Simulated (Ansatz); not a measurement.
**doublet C2H7NSi+ at 6 levels**

Wanted: a comparison of 6 runs (UB3LYP/6-31G*, UBHLYP/def2-SVP, UPBE/def2-SVP, UPBE0/def2-SVP, UMP2/def2-SVP) of doublet C2H7NSi+. 

The results are computed with Ansatz 0.2.0.

61 further runs of the same task are left out: 61 set aside as unsound or not needed.

**1. Starting point**

C2H7NSi+: 11 atoms, total charge +1, spin state doublet. As SMILES of the parent species, `NC1C[SiH2]1`. The coordinates come from a PBE0-D4/def2-TZVP relaxation. This is one conformer, not always the lowest. That shape belongs to the parent species and isn't relaxed for this state.

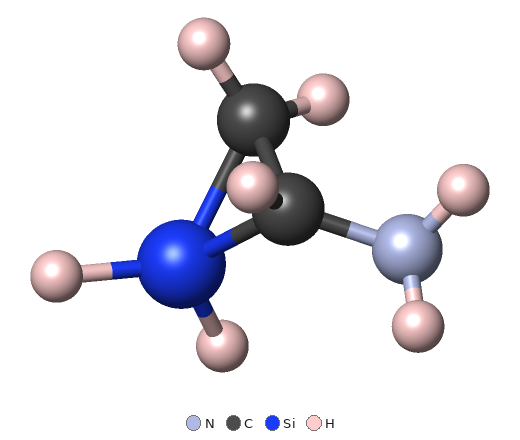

Viewed from a chosen angle; nitrogen light blue, carbon dark grey, silicon blue, hydrogen pink.

**2. The energy at UB3LYP/6-31G(d) (spherical functions) (run 1)**

Input file run.yaml:

```yaml
crystal:
  periodic: [false, false, false]
  atoms:
    - {symbol: N, position_ang: [-1.337200, 0.826100, -0.314200]}
    - {symbol: C, position_ang: [0.048100, 0.587400, -0.015100]}
    - {symbol: C, position_ang: [0.296100, -0.519700, 1.025200]}
    - {symbol: Si, position_ang: [0.845000, -0.955900, -0.685100]}
    - {symbol: H, position_ang: [-1.450400, 1.288300, -1.206000]}
    - {symbol: H, position_ang: [-1.774000, 1.401500, 0.397500]}
    - {symbol: H, position_ang: [0.701400, 1.454200, 0.118600]}
    - {symbol: H, position_ang: [1.025100, -0.311700, 1.801300]}
    - {symbol: H, position_ang: [-0.607900, -0.997000, 1.390600]}
    - {symbol: H, position_ang: [2.288700, -0.939900, -1.005500]}
    - {symbol: H, position_ang: [0.030300, -1.890100, -1.486800]}
basis:
  gaussian: {orbitals: 6-31G_st_-spherical.json}
total_charge: 1
magnetization: {spin_polarized: true, initial_magnetization: 1}
hamiltonian: {xc: {name: B3LYP}}
accuracy: high
output: {orbitals: {seedname: orbitals}}
```

The basis set 6-31G* is read from a file made from the Basis Set Exchange's data (not shown).

The run is started by

```
$ ansatz run run.yaml --threads 1 --pin off --max-ram 3480MiB --events-out events.jsonl --progress --plain --runs-dir runs
```

Standard output:

```text
Warning: RAYON_NUM_THREADS=1 ignored (pool sized by the plan → 1); use --threads N
Functional definition: B3LYP
  name "B3LYP"
  parameter a0 = 0.2
  parameter ax = 0.72
  parameter ac = 0.81
  exchange = (1 - a0 - ax)*slater_x + ax*b88_x + a0*exact_x
  correlation = (1 - ac)*vwn_rpa_c + ac*lyp_c
1837 factors; integrals over basis functions are off by at most 3.8e-9 eV
mean field evaluation 1: about -11522.7560 eV, gradient 6.3e1 eV
mean field evaluation 2: about -11404.9460 eV, gradient 1.4e2 eV
mean field evaluation 4: about -11540.6217 eV, gradient 3.1e1 eV
mean field evaluation 8: about -11545.6523 eV, gradient 1.0e0 eV
mean field evaluation 16: about -11545.8937 eV, gradient 9.0e-3 eV
mean field evaluation 32: about -11545.8937 eV, gradient 7.9e-8 eV
mean field -11545.89366072 eV, -424.3037659437 hartree, gradient 7.9e-8 eV, S^2 0.752632; 0 other end points of the search recorded, 0 dependent functions left out
reference -11545.89369918 eV, -424.3037673572 hartree; 20, 19 occupied and 54, 55 virtual orbitals, 1837 factors
Total energy: -11545.89369918 eV, -424.3037673572 hartree
```

It took 13 s on 1 thread of Arm Neoverse V2, shared host; peak memory 0.35 GiB.

**3. The energy at UB3LYP/6-31G(d) (Cartesian functions) (run 2)**

Input file input.yaml:

```yaml
crystal:
  periodic: [false, false, false]
  atoms:
    - {symbol: N, position_ang: [-1.337200, 0.826100, -0.314200]}
    - {symbol: C, position_ang: [0.048100, 0.587400, -0.015100]}
    - {symbol: C, position_ang: [0.296100, -0.519700, 1.025200]}
    - {symbol: Si, position_ang: [0.845000, -0.955900, -0.685100]}
    - {symbol: H, position_ang: [-1.450400, 1.288300, -1.206000]}
    - {symbol: H, position_ang: [-1.774000, 1.401500, 0.397500]}
    - {symbol: H, position_ang: [0.701400, 1.454200, 0.118600]}
    - {symbol: H, position_ang: [1.025100, -0.311700, 1.801300]}
    - {symbol: H, position_ang: [-0.607900, -0.997000, 1.390600]}
    - {symbol: H, position_ang: [2.288700, -0.939900, -1.005500]}
    - {symbol: H, position_ang: [0.030300, -1.890100, -1.486800]}
basis:
  gaussian:
    orbitals: "6-31G*"
total_charge: 1
magnetization:
  spin_polarized: true
  initial_magnetization: 1
hamiltonian:
  xc: {name: B3LYP}
accuracy: high
output:
  orbitals: {seedname: orbitals}
```

The run is started by

```
$ ansatz run input.yaml --threads 1 --pin off --max-ram 3480MiB --events-out events.jsonl --progress --plain --runs-dir runs
```

Standard output, shortened:

```text
Warning: RAYON_NUM_THREADS=1 ignored (pool sized by the plan → 1); use --threads N
[... 7 set-up lines as earlier in the session ...]
1874 factors; integrals over basis functions are off by at most 3.9e-9 eV
mean field evaluation 1: about -11522.7293 eV, gradient 6.5e1 eV
mean field evaluation 2: about -11402.6277 eV, gradient 1.4e2 eV
mean field evaluation 4: about -11540.7377 eV, gradient 3.1e1 eV
mean field evaluation 8: about -11545.8328 eV, gradient 2.1e-1 eV
mean field evaluation 16: about -11546.0057 eV, gradient 3.2e-3 eV
mean field -11546.00572264 eV, -424.3078841431 hartree, gradient 8.1e-8 eV, S^2 0.752638; 0 other end points of the search recorded, 0 dependent functions left out
reference -11546.00576115 eV, -424.3078855583 hartree; 20, 19 occupied and 58, 59 virtual orbitals, 1874 factors
Total energy: -11546.00576115 eV, -424.3078855583 hartree
```

Wall time 13 s (1 thread of Arm Neoverse V2, shared host); peak memory 0.37 GiB.

Runs 3 to 4 aren't shown in full; the table further down has their settings and results.

**4. The energy at UPBE0/def2-SVP (run 5)**

Input file run.yaml:

```yaml
crystal:
  periodic: [false, false, false]
  atoms:
    - symbol: N
      position_ang: [-1.337200, 0.826100, -0.314200]
    - symbol: C
      position_ang: [0.048100, 0.587400, -0.015100]
    - symbol: C
      position_ang: [0.296100, -0.519700, 1.025200]
    - symbol: Si
      position_ang: [0.845000, -0.955900, -0.685100]
    - symbol: H
      position_ang: [-1.450400, 1.288300, -1.206000]
    - symbol: H
      position_ang: [-1.774000, 1.401500, 0.397500]
    - symbol: H
      position_ang: [0.701400, 1.454200, 0.118600]
    - symbol: H
      position_ang: [1.025100, -0.311700, 1.801300]
    - symbol: H
      position_ang: [-0.607900, -0.997000, 1.390600]
    - symbol: H
      position_ang: [2.288700, -0.939900, -1.005500]
    - symbol: H
      position_ang: [0.030300, -1.890100, -1.486800]
basis:
  gaussian: {orbitals: def2-SVP}
hamiltonian: {xc: {name: PBE0}}
output: {orbitals: {seedname: orbitals}}
accuracy: high
magnetization: {spin_polarized: true, initial_magnetization: 1}
total_charge: 1
```

The run is started by

```
$ ansatz run run.yaml --threads 1 --pin off --max-ram 3480MiB --events-out events.jsonl --progress --plain --runs-dir runs
```

Standard output:

```text
Warning: RAYON_NUM_THREADS=1 ignored (pool sized by the plan → 1); use --threads N
Functional definition: PBE0
  name "PBE0"
  parameter a = 0.25
  parameter kappa = 0.804
  parameter beta = 0.06672455060314922
  exchange = (1 - a)*pbe_x(kappa = kappa, mu = beta*pi^2/3) + a*exact_x
  correlation = pbe_c(beta = beta)
2286 factors; integrals over basis functions are off by at most 3.6e-9 eV
mean field evaluation 1: about -11509.5087 eV, gradient 6.2e1 eV
mean field evaluation 2: about -11387.9565 eV, gradient 1.4e2 eV
mean field evaluation 4: about -11528.4917 eV, gradient 2.9e1 eV
mean field evaluation 8: about -11532.8834 eV, gradient 9.7e-1 eV
mean field evaluation 16: about -11533.1368 eV, gradient 1.3e-2 eV
mean field evaluation 32: about -11533.1368 eV, gradient 7.1e-8 eV
mean field -11533.13683806 eV, -423.8349613577 hartree, gradient 7.1e-8 eV, S^2 0.753385; 0 other end points of the search recorded, 0 dependent functions left out
reference -11533.13684079 eV, -423.8349614581 hartree; 20, 19 occupied and 75, 76 virtual orbitals, 2286 factors
Total energy: -11533.13684079 eV, -423.8349614581 hartree
```

Wall time 16 s (1 thread of Arm Neoverse V2, shared host); peak memory 0.47 GiB.

**5. The energy at UMP2/def2-SVP (run 6)**

run.yaml: that of step 4 with these lines changed.

```diff
@@ -26,7 +26,11 @@
 basis:
-  gaussian: {orbitals: def2-SVP}
-hamiltonian: {xc: {name: PBE0}}
-output: {orbitals: {seedname: orbitals}}
+  gaussian:
+    orbitals: def2-SVP
+total_charge: 1
+magnetization:
+  spin_polarized: true
+  initial_magnetization: 1
+correlation:
+  method: mp2
+  frozen_orbitals: {C: 1, H: 0, "N": 1, Si: 5}
 accuracy: high
-magnetization: {spin_polarized: true, initial_magnetization: 1}
-total_charge: 1
```

The run is started by

```
$ ansatz run run.yaml --threads 1 --pin off --max-ram 3480MiB --events-out events.jsonl --progress --plain --runs-dir runs
```

Standard output, shortened:

```text
Warning: RAYON_NUM_THREADS=1 ignored (pool sized by the plan → 1); use --threads N
Functional definition: HF
  name "HF"
[...]
2286 factors; integrals over basis functions are off by at most 3.6e-9 eV
[...]
mean field -11500.84087201 eV, -422.6481064965 hartree, gradient 2.2e-8 eV, S^2 0.760306; 3 other end points of the search recorded, 0 dependent functions left out
8 core orbitals not correlated: weight in the atoms' cores, before any rotation towards them, 1.000 or more for the frozen orbitals, at most 0.000 for the correlated occupied ones
reference -11500.84087201 eV, -422.6481064965 hartree; 12, 11 occupied and 75, 76 virtual orbitals, 2286 factors
second order -14.39385780 eV of doubles, -0.00000000 eV of singles
Total energy: -11515.23472981 eV, -423.1770710140 hartree
```

Wall time 7.5 s (1 thread of Arm Neoverse V2, shared host); peak memory 0.35 GiB.

**6. All runs side by side**

```csv
run,level,Cartesian functions,frozen core orbitals,energy (Eh),HOMO energy (eV),LUMO energy (eV),⟨S²⟩,wall time
1,UB3LYP/6-31G* (spherical functions),no,–,-424.303767,-13.00,-10.56,0.753,13 s
2,UB3LYP/6-31G* (Cartesian functions),yes,–,-424.307886,-13.00,-10.56,0.753,13 s
3,UBHLYP/def2-SVP,no,–,-424.022091,-14.30,-9.57,0.756,15 s
4,UPBE/def2-SVP,no,–,-423.794932,-12.02,-11.20,0.752,12 s
5,UPBE0/def2-SVP,no,–,-423.834961,-13.37,-10.46,0.753,16 s
6,UMP2/def2-SVP,no,8,-423.177071,–,–,0.760,7.5 s
```

**7. What came out**

| quantity | value |
| --- | --- |
| run 6: total energy | -423.17707 Eh |
| run 6: correlation energy (8 core orbitals frozen) | -529.0 mEh |
| run 6: ⟨S²⟩ of the reference determinant | 0.760 |

**Reading.** Totals of different functionals can't be ranked against each other. All runs together took 76 s, the longest 16 s.
